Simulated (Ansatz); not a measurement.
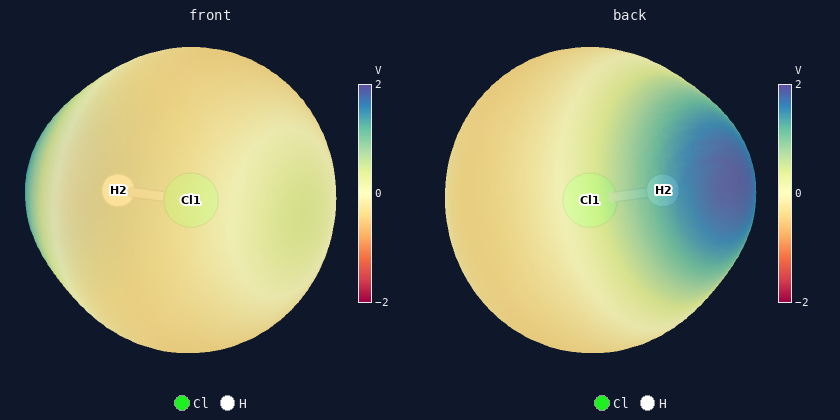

The picture shows: HCl. The electrostatic potential painted on the density surface at 0.001 e/bohr³, seen from the front and from behind; the colour scale runs from red (negative) to blue (positive).

Geometry: PBE0-D4/def2-TZVP.

These are results of RKS PBE0-D4/def2-TZVPPD (Ansatz), not measurements.

Question: Which sites attract a positive test charge, and which a negative one?

Answer: A positive charge is drawn to the negative regions and a negative charge to the positive ones. The most negative region (about −0.4 V) lies over Cl1, the most positive (about +1.9 V) over H2. Cl1 shows a σ-hole: about +0.4 V at the tip opposite its bond, against about −0.4 V on its flanks.
